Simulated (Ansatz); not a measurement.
# InBrCl2 + H2: a complex and its separated parts, part 2 of 2

Ansatz 0.2.0, Gaussian basis.

### 13 CAM-B3LYP-D4/def2-TZVPP

The inputs:

parta/in.yaml

```yaml
crystal:
  periodic: [false, false, false]
  atoms:
    - {symbol: In, position_ang: [-0.492418, -0.736731, -0.215438]}
    - {symbol: Br, position_ang: [0.214950, -1.746875, 1.878541]}
    - {symbol: Cl, position_ang: [0.737648, -1.034566, -2.131364]}
    - {symbol: Cl, position_ang: [-2.402972, 0.533141, -0.314162]}
basis:
  gaussian: {orbitals: def2-TZVPP}
hamiltonian: {xc: {name: CAM-B3LYP}, dispersion: d4}
```

partb/in.yaml

```yaml
crystal:
  periodic: [false, false, false]
  atoms:
    - {symbol: H, position_ang: [1.074307, 1.328866, 0.710296]}
    - {symbol: H, position_ang: [0.868485, 1.656267, 0.072129]}
basis:
  gaussian: {orbitals: def2-TZVPP}
hamiltonian: {xc: {name: CAM-B3LYP}, dispersion: d4}
```

The same command starts each run, in its folder.

The run is started by

```bash
$ ansatz run in.yaml --threads 8 --pin off --events-out ev --progress --plain --max-ram 19148MiB
```

Log of parta, cut to the lines that bear on the results:

```text
Functional definition: CAM-B3LYP
  name "CAM-B3LYP"
  cite "Yanai, Tew & Handy, Chem. Phys. Lett. 393, 51 (2004) doi:10.1016/j.cplett.2004.06.011"
  cite "Iikura, Tsuneda, Yanai & Hirao, J. Chem. Phys. 115, 3540 (2001) doi:10.1063/1.1383587"
  cite "Becke, Phys. Rev. A 38, 3098 (1988) doi:10.1103/PhysRevA.38.3098"
  cite "Lee, Yang & Parr, Phys. Rev. B 37, 785 (1988) doi:10.1103/PhysRevB.37.785"
[...]
1504 factors; their error is unknown
267 factors; integrals over basis functions are off by at most 2.5e-5 eV
[...]
mean field -100274.24051422 eV, -3685.0103705763 hartree, gradient 4.9e-5 eV, S^2 0.000000; 0 other end points of the search recorded, 0 dependent functions left out
reference -100274.24064586 eV, -3685.0103754140 hartree; 45, 45 occupied and 137, 137 virtual orbitals, 1504 factors
Total energy: -100274.37770352 eV, -3685.0154121901 hartree
```

Output in partb, cut to the lines that bear on the results:

```text
[... 6 set-up lines as earlier in the session ...]
[...]
  # Exact exchange under (alpha + beta erf(omega r))/r, Becke's under what is left of 1/r.
[...]
118 factors; their error is unknown
42 factors; integrals over basis functions are off by at most 6.3e-5 eV
[...]
mean field -31.88030325 eV, -1.1715795353 hartree, gradient 6.4e-5 eV, S^2 0.000000; 0 other end points of the search recorded, 0 dependent functions left out
reference -31.88037319 eV, -1.1715821055 hartree; 1, 1 occupied and 27, 27 virtual orbitals, 118 factors
Total energy: -31.88188660 eV, -1.1716377223 hartree
```

Wall times: 2.3 s (parta), 0.15 s (partb) on 8 threads of AMD EPYC 7R43, shared host; peak memory 0.58 GiB.

### 14 wB97X-V/def2-TZVPP

The same edit goes into each in.yaml of step 13 (parta, partb):

```diff
-hamiltonian: {xc: {name: CAM-B3LYP}, dispersion: d4}
+hamiltonian: {xc: {name: wB97X-V}}
```

Each run has its own folder and the same command.

The run is started by

```bash
$ ansatz run in.yaml --threads 8 --pin off --events-out ev --progress --plain --max-ram 19148MiB
```

parta printed, cut to the lines that bear on the results:

```text
Functional definition: wB97X-V
  name "wB97X-V"
  cite "Mardirossian & Head-Gordon, Phys. Chem. Chem. Phys. 16, 9904 (2014) doi:10.1039/C3CP54374A"
[... 2 set-up lines as earlier in the session ...]
[...]
      + integral(e_c_pw_opposite_spin*poly(b97_u_opposite, cos0, cos1)) + vv10(b, c)
1485 factors; their error is unknown
214 factors; integrals over basis functions are off by at most 4.7e-5 eV
[...]
mean field -100259.99265936 eV, -3684.4867715678 hartree, gradient 6.3e-5 eV, S^2 0.000000; 0 other end points of the search recorded, 0 dependent functions left out
reference -100259.99265710 eV, -3684.4867714846 hartree; 45, 45 occupied and 137, 137 virtual orbitals, 1485 factors
Total energy: -100259.99265710 eV, -3684.4867714846 hartree
```

Output in partb, cut to the lines that bear on the results:

```text
[... 5 set-up lines as earlier in the session ...]
[...]
      + integral(e_c_pw_opposite_spin*poly(b97_u_opposite, cos0, cos1)) + vv10(b, c)
118 factors; their error is unknown
42 factors; integrals over basis functions are off by at most 3.0e-5 eV
[...]
mean field -31.90859756 eV, -1.1726193318 hartree, gradient 8.8e-5 eV, S^2 0.000000; 0 other end points of the search recorded, 0 dependent functions left out
reference -31.90859656 eV, -1.1726192951 hartree; 1, 1 occupied and 27, 27 virtual orbitals, 118 factors
Total energy: -31.90859656 eV, -1.1726192951 hartree
```

Wall times: 3.7 s (parta), 0.2 s (partb) on 8 threads of AMD EPYC 7R43, shared host; peak memory 0.62 GiB.

### 15 wB97M-V/def2-TZVPP

The same edit goes into each in.yaml of step 14 (parta, partb):

```diff
-hamiltonian: {xc: {name: wB97X-V}}
+hamiltonian: {xc: {name: wB97M-V}}
```

Each run has its own folder and the same command.

The run is started by

```bash
$ ansatz run in.yaml --threads 8 --pin off --events-out ev --progress --plain --max-ram 19148MiB
```

parta printed, cut to the lines that bear on the results:

```text
Functional definition: wB97M-V
  name "wB97M-V"
  cite "Mardirossian & Head-Gordon, J. Chem. Phys. 144, 214110 (2016) doi:10.1063/1.4952647"
[... 2 set-up lines as earlier in the session ...]
  # Of w^i u^j: cxij and so on, Table III.
[...]
  gx(w, u) = 1 - cx + cx01*u + cx10*w
[...]
1452 factors; their error is unknown
214 factors; integrals over basis functions are off by at most 4.7e-5 eV
[...]
mean field -100264.28185147 eV, -3684.6443964705 hartree, gradient 7.2e-5 eV, S^2 0.000000; 0 other end points of the search recorded, 0 dependent functions left out
reference -100264.28190893 eV, -3684.6443985820 hartree; 45, 45 occupied and 137, 137 virtual orbitals, 1452 factors
Total energy: -100264.28190893 eV, -3684.6443985820 hartree
```

Output in partb, cut to the lines that bear on the results:

```text
[... 5 set-up lines as earlier in the session ...]
  # Of w^i u^j: cxij and so on, Table III.
[...]
  gx(w, u) = 1 - cx + cx01*u + cx10*w
[...]
      + integral(e_c_pw_mod_opposite_spin*gos(b97_w_opposite, b97_u_opposite)) + vv10(b, c)
118 factors; their error is unknown
42 factors; integrals over basis functions are off by at most 3.0e-5 eV
[...]
mean field -31.60110900 eV, -1.1613193358 hartree, gradient 7.3e-6 eV, S^2 0.000000; 0 other end points of the search recorded, 0 dependent functions left out
reference -31.60113326 eV, -1.1613202272 hartree; 1, 1 occupied and 27, 27 virtual orbitals, 118 factors
Total energy: -31.60113326 eV, -1.1613202272 hartree
```

Wall times: 4.5 s (parta), 0.2 s (partb) on 8 threads of AMD EPYC 7R43, shared host; peak memory 0.64 GiB.

### 16 B2PLYP/def2-TZVPP

Each input of step 15 (parta, partb) changes in the same lines:

```diff
-hamiltonian: {xc: {name: wB97M-V}}
+hamiltonian: {xc: {name: B2PLYP}}
```

One command serves all of them, each in its own folder.

The run is started by

```bash
$ ansatz run in.yaml --threads 8 --pin off --events-out ev --progress --plain --max-ram 19148MiB
```

Output in parta, cut to the lines that bear on the results:

```text
Functional definition: B2PLYP
  name "B2PLYP"
  cite "Grimme, J. Chem. Phys. 124, 034108 (2006) doi:10.1063/1.2148954"
[... 2 set-up lines as earlier in the session ...]
[...]
1307 factors; integrals over basis functions are off by at most 7.6e-4 eV
[...]
mean field -100239.35568872 eV, -3683.7283768848 hartree, gradient 5.9e-6 eV, S^2 0.000000; 0 other end points of the search recorded, 0 dependent functions left out
23 core orbitals not correlated: weight in the atoms' cores, before any rotation towards them, 1.000 or more for the frozen orbitals, at most 0.000 for the correlated occupied ones
reference -100239.35585860 eV, -3683.7283831279 hartree; 22, 22 occupied and 137, 137 virtual orbitals, 1307 factors
second order -29.94386772 eV of doubles, -0.00000000 eV of singles
Total energy: -100247.44070289 eV, -3684.0254956752 hartree
```

Output in partb, cut to the lines that bear on the results:

```text
[... 5 set-up lines as earlier in the session ...]
[...]
145 factors; integrals over basis functions are off by at most 7.4e-4 eV
[...]
mean field -31.55848357 eV, -1.1597528799 hartree, gradient 1.1e-6 eV, S^2 0.000000; 0 other end points of the search recorded, 0 dependent functions left out
reference -31.55857298 eV, -1.1597561659 hartree; 1, 1 occupied and 27, 27 virtual orbitals, 145 factors
second order -1.02367168 eV of doubles, -0.00000000 eV of singles
Total energy: -31.83496433 eV, -1.1699133608 hartree
```

They took 3.2 s (parta), 0.15 s (partb) on 8 threads of AMD EPYC 7R43, shared host.

### 17 PBE-QIDH/def2-TZVPP

Each input of step 16 (parta, partb) changes in the same lines:

```diff
-hamiltonian: {xc: {name: B2PLYP}}
+hamiltonian: {xc: {name: PBE-QIDH}}
```

Each run has its own folder and the same command.

The run is started by

```bash
$ ansatz run in.yaml --threads 8 --pin off --events-out ev --progress --plain --max-ram 19148MiB
```

parta printed, cut to the lines that bear on the results:

```text
Functional definition: PBE-QIDH
  name "PBE-QIDH"
  cite "Brémond, Sancho-García, Pérez-Jiménez & Adamo, J. Chem. Phys. 141, 031101 (2014) doi:10.1063/1.4890314"
[... 1 set-up line as earlier in the session ...]
[...]
1307 factors; integrals over basis functions are off by at most 7.6e-4 eV
[...]
mean field -100226.68292977 eV, -3683.2626615834 hartree, gradient 2.3e-6 eV, S^2 0.000000; 0 other end points of the search recorded, 0 dependent functions left out
23 core orbitals not correlated: weight in the atoms' cores, before any rotation towards them, 1.000 or more for the frozen orbitals, at most 0.000 for the correlated occupied ones
reference -100226.68294324 eV, -3683.2626620783 hartree; 22, 22 occupied and 137, 137 virtual orbitals, 1307 factors
second order -27.85365238 eV of doubles, -0.00000000 eV of singles
Total energy: -100235.96749403 eV, -3683.6038630267 hartree
```

Log of partb, cut to the lines that bear on the results:

```text
[... 4 set-up lines as earlier in the session ...]
[...]
145 factors; integrals over basis functions are off by at most 7.4e-4 eV
[...]
mean field -31.52724261 eV, -1.1586047959 hartree, gradient 1.4e-6 eV, S^2 0.000000; 0 other end points of the search recorded, 0 dependent functions left out
reference -31.52724903 eV, -1.1586050318 hartree; 1, 1 occupied and 27, 27 virtual orbitals, 145 factors
second order -0.95921107 eV of doubles, -0.00000000 eV of singles
Total energy: -31.84698605 eV, -1.1703551507 hartree
```

They took 3.2 s (parta), 0.15 s (partb) on 8 threads of AMD EPYC 7R43, shared host.

### 18 RPA on PBE/def2-TZVPP

The same edit goes into each in.yaml of step 17 (parta, partb):

```diff
-hamiltonian: {xc: {name: PBE-QIDH}}
+hamiltonian: {xc: pbe}
+correlation: {method: rpa}
```

The same command starts each run, in its folder.

The run is started by

```bash
$ ansatz run in.yaml --threads 8 --pin off --events-out ev --progress --plain --max-ram 19148MiB
```

Output in parta, cut to the lines that bear on the results:

```text
[... 4 set-up lines as earlier in the session ...]
[...]
1307 factors; integrals over basis functions are off by at most 7.6e-4 eV
[...]
mean field -100249.95943597 eV, -3684.1180574087 hartree, gradient 2.7e-6 eV, S^2 0.000000; 0 other end points of the search recorded, 0 dependent functions left out
23 core orbitals not correlated: weight in the atoms' cores, before any rotation towards them, 1.000 or more for the frozen orbitals, at most 0.000 for the correlated occupied ones
reference -100158.75001957 eV, -3680.7661731801 hartree; 22, 22 occupied and 137, 137 virtual orbitals, 1307 factors
Total energy: -100196.33381393 eV, -3682.1473521476 hartree
```

Log of partb, cut to the lines that bear on the results:

```text
[... 4 set-up lines as earlier in the session ...]
[...]
145 factors; integrals over basis functions are off by at most 7.4e-4 eV
[...]
mean field -31.73222170 eV, -1.1661376386 hartree, gradient 1.4e-6 eV, S^2 0.000000; 0 other end points of the search recorded, 0 dependent functions left out
reference -30.80638720 eV, -1.1321138483 hartree; 1, 1 occupied and 27, 27 virtual orbitals, 145 factors
Total energy: -32.86230281 eV, -1.2076673534 hartree
```

Times: 3.3 s (parta), 0.15 s (partb) on 8 threads of AMD EPYC 7R43, shared host.

### 19 CCSD(T)/def2-TZVPP

The same edit goes into each in.yaml of step 18 (parta, partb):

```diff
-hamiltonian: {xc: pbe}
-correlation: {method: rpa}
+correlation: {method: ccsd_t}
```

One command serves all of them, each in its own folder.

The run is started by

```bash
$ ansatz run in.yaml --threads 8 --pin off --events-out ev --progress --plain --max-ram 19148MiB
```

Output in parta, cut to the lines that bear on the results:

```text
Functional definition: HF
  name "HF"
  cite "Fock, Z. Phys. 61, 126 (1930) doi:10.1007/BF01340294"
[... 1 set-up line as earlier in the session ...]
[...]
1307 factors; integrals over basis functions are off by at most 7.6e-4 eV
[...]
mean field -100160.48095592 eV, -3680.8297839178 hartree, gradient 1.6e-6 eV, S^2 0.000000; 0 other end points of the search recorded, 0 dependent functions left out
23 core orbitals not correlated: weight in the atoms' cores, before any rotation towards them, 1.000 or more for the frozen orbitals, at most 0.000 for the correlated occupied ones
reference -100160.48095592 eV, -3680.8297839178 hartree; 22, 22 occupied and 137, 137 virtual orbitals, 1307 factors
second order -24.85781341 eV of doubles, -0.00000000 eV of singles
cycle   1  -24.99168876 eV  change   -1.3e-1 eV  update   1.0e-1
[...]
cycle   8  -25.59315310 eV  change   -1.4e-5 eV  update   3.0e-5
perturbative correction -0.96629627 eV, -0.0355107331 hartree
Total energy: -100187.04040529 eV, -3681.8058256794 hartree
```

Output in partb, cut to the lines that bear on the results:

```text
[... 4 set-up lines as earlier in the session ...]
[...]
145 factors; integrals over basis functions are off by at most 7.4e-4 eV
[...]
mean field -30.82769215 eV, -1.1328967907 hartree, gradient 4.3e-7 eV, S^2 0.000000; 0 other end points of the search recorded, 0 dependent functions left out
reference -30.82769215 eV, -1.1328967907 hartree; 1, 1 occupied and 27, 27 virtual orbitals, 145 factors
second order -0.86257788 eV of doubles, -0.00000000 eV of singles
cycle   1  -1.00723559 eV  change   -1.4e-1 eV  update   2.6e-2
[...]
cycle   7  -1.07308809 eV  change    6.8e-7 eV  update   4.2e-7
perturbative correction -0.00000000 eV, -0.0000000000 hartree
Total energy: -31.90078024 eV, -1.1723320506 hartree
```

Wall times: 15 s (parta), 0.15 s (partb) on 8 threads of AMD EPYC 7R43, shared host; peak memory 1.3 GiB.

### 20 Vibrations of InBrCl2

File vib-parta/in.yaml:

```yaml
crystal:
  periodic: [false, false, false]
  atoms:
    - {symbol: In, position_ang: [-0.492418, -0.736731, -0.215438]}
    - {symbol: Br, position_ang: [0.214950, -1.746875, 1.878541]}
    - {symbol: Cl, position_ang: [0.737648, -1.034566, -2.131364]}
    - {symbol: Cl, position_ang: [-2.402972, 0.533141, -0.314162]}
basis:
  gaussian: {orbitals: def2-TZVP}
hamiltonian: {xc: pbe0, dispersion: d4}
phonons: {temperatures: {t_min: 298.15, t_max: 900, t_step: 200}}
```

The run is started by

```bash
$ ansatz run in.yaml --threads 8 --pin off --events-out ev --progress --plain --max-ram 19148MiB
```

The program printed, cut to the lines that bear on the results:

```text
[... 5 set-up lines as earlier in the session ...]
[...]
1430 factors; their error is unknown
[...]
mean field -100254.40470028 eV, -3684.2814178592 hartree, gradient 8.4e-5 eV, S^2 0.000000; 0 other end points of the search recorded, 0 dependent functions left out
[...]
Atom 1 at     0.214950    -1.746875     1.878541 Å, force     0.000205    -0.000352     0.000657 eV/Å
Atom 2 at     0.737648    -1.034566    -2.131364 Å, force    -0.000382     0.000121     0.000304 eV/Å
Atom 3 at    -2.402972     0.533141    -0.314162 Å, force     0.000399    -0.000269    -0.000148 eV/Å
Dipole moment:     0.028035    -0.040114     0.083058 e Å
Vibrations: 72.89 88.89 93.65 258.71 371.78 394.90 cm⁻¹, zero-point energy 0.079400 eV
```

Run time: 30 s. Hardware: 8 threads of AMD EPYC 7R43, shared host; peak memory 0.59 GiB.

The modes, with what each moves most:

```tsv
mode	wavenumber (cm⁻¹)	character
1	73	bend
2	89	bend
3	94	out-of-plane bend
4	259	In–Br stretch
5	372	In–Cl stretch
6	395	In–Cl stretch
```

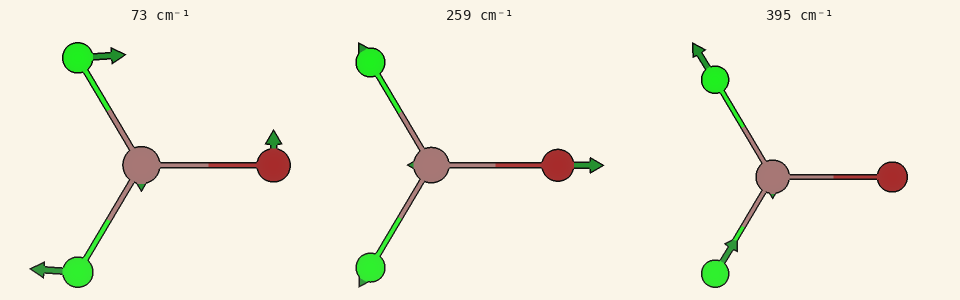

How the atoms move in 3 of the modes.

Vibrational sums (real modes only):

```tsv
T (K)	entropy (J/mol/K)	heat capacity (J/mol/K)
298	63.0	44.5
498	86.8	47.8
698	103.2	48.8
898	115.5	49.2
```

### 21 Vibrations of H2

File vib-partb/in.yaml:

```yaml
crystal:
  periodic: [false, false, false]
  atoms:
    - {symbol: H, position_ang: [1.074307, 1.328866, 0.710296]}
    - {symbol: H, position_ang: [0.868485, 1.656267, 0.072129]}
basis:
  gaussian: {orbitals: def2-TZVP}
hamiltonian: {xc: pbe0, dispersion: d4}
phonons: {temperatures: {t_min: 298.15, t_max: 900, t_step: 200}}
```

The run is started by

```bash
$ ansatz run in.yaml --threads 8 --pin off --events-out ev --progress --plain --max-ram 19148MiB
```

The program printed, cut to the lines that bear on the results:

```text
[... 5 set-up lines as earlier in the session ...]
[...]
88 factors; their error is unknown
[...]
mean field -31.78865261 eV, -1.1682114364 hartree, gradient 1.7e-5 eV, S^2 0.000000; 0 other end points of the search recorded, 0 dependent functions left out
[...]
reference -31.78856317 eV, -1.1682081496 hartree; 1, 1 occupied and 11, 11 virtual orbitals, 88 factors
Total energy: -31.79027504 eV, -1.1682710596 hartree
Atom 0 at     1.074307     1.328866     0.710296 Å, force    -0.000808     0.001286    -0.002506 eV/Å
Atom 1 at     0.868485     1.656267     0.072129 Å, force     0.000808    -0.001286     0.002506 eV/Å
Dipole moment:     0.000000    -0.000000     0.000000 e Å
Vibrations: 4413.93 cm⁻¹, zero-point energy 0.273629 eV
```

Run time: 0.25 s. Hardware: 8 threads of AMD EPYC 7R43, shared host.

Wavenumbers and character of the modes:

```tsv
mode	wavenumber (cm⁻¹)	character
1	4414	H–H stretch
```

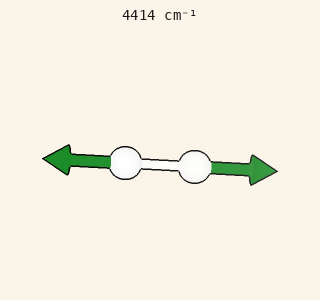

Displacements of 1 modes, as arrows.

Vibrational sums (real modes only):

```tsv
T (K)	entropy (J/mol/K)	heat capacity (J/mol/K)
298	0.0	0.0
498	0.0	0.0
698	0.0	0.1
898	0.1	0.4
```

### 22 Complex less separated parts

The complex's own energies come from single points at the same levels.

Rows are in def2-TZVPP; times add the 3 runs of a level on a shared host, so small differences are noise.

Differences are taken before rounding.

```tsv
method	rung	complex less parts (eV)	from CCSD(T) (eV)	time
SPW92	LDA	-0.169	-0.093	2 s
PBE-D4	GGA	-0.084	-0.007	2.8 s
BLYP-D4	GGA	-0.046	+0.031	3.1 s
r2SCAN-D4	meta-GGA	-0.092	-0.015	5.7 s
B97M-V	meta-GGA	-0.084	-0.007	10 s
PBE0-D4	hybrid	-0.092	-0.015	5 s
B3LYP-D4	hybrid	-0.066	+0.010	4.4 s
r2SCAN0-D4	hybrid	-0.100	-0.023	7 s
BHLYP-D4	hybrid	-0.087	-0.010	4.5 s
CAM-B3LYP-D4	range-separated hybrid	-0.082	-0.005	5.1 s
wB97X-V	range-separated hybrid	-0.095	-0.018	8.6 s
wB97M-V	range-separated hybrid	-0.094	-0.018	10 s
B2PLYP	double hybrid	-0.040	+0.037	6.9 s
PBE-QIDH	double hybrid	-0.078	-0.001	7.2 s
RPA on PBE	RPA	-0.051	+0.026	6.8 s
Hartree-Fock	wavefunction	-0.007	+0.070	
MP2	wavefunction	-0.082	-0.005	
CCSD	wavefunction	-0.071	+0.005	
CCSD(T)	wavefunction	-0.077	0	42 s
```

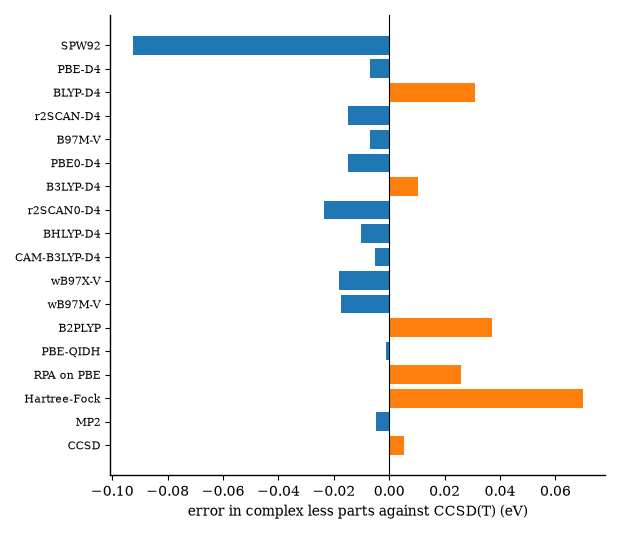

Deviations from CCSD(T), method by method.

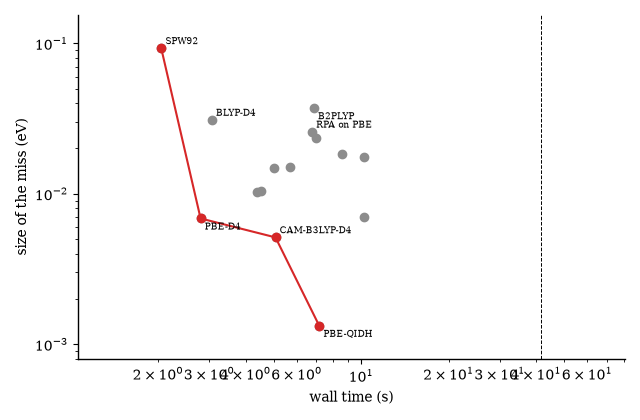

Accuracy for the time spent; red marks the levels that beat every quicker one drawn (of those quicker than the yardstick), and the dashed line is the time of CCSD(T). Only those levels and the largest misses are named. Times are from a shared host.

For cost: PBE-QIDH gets within 0.001 eV in 7.2 s, where CCSD(T) took 42 s; the quickest level in the cost chart, SPW92, takes 2 s and misses by 0.093 eV.

The complex's zero-point energy, from a separate PBE0-D4 run, is 0.410 eV.

### 23 What came out

The summary covers parts 1 to 2.

```
                              quantity      value
complex less parts, CCSD(T)/def2-TZVPP  -0.077 eV
                with zero-point energy  -0.020 eV
                 largest T1 diagnostic      0.011
```

In words: At CCSD(T) the complex lies 0.077 eV below its parts. Among the functionals PBE-QIDH lands nearest to CCSD(T) (-0.001 eV) and SPW92 farthest (-0.093 eV). By rung, the mean size of the error is: LDA 0.093, GGA 0.019, meta-GGA 0.011, hybrid 0.015, range-separated hybrid 0.014, double hybrid 0.019 eV. The double hybrids carry no dispersion term here, unlike the levels marked D4 or V. PBE-D4 gives a relative energy 0.007 eV too low, an error of 9 % of the reference. No counterpoise was applied, and triple zeta lacks some correlation, so the CCSD(T) reference has a basis error of its own, and close matches with it are partly luck.
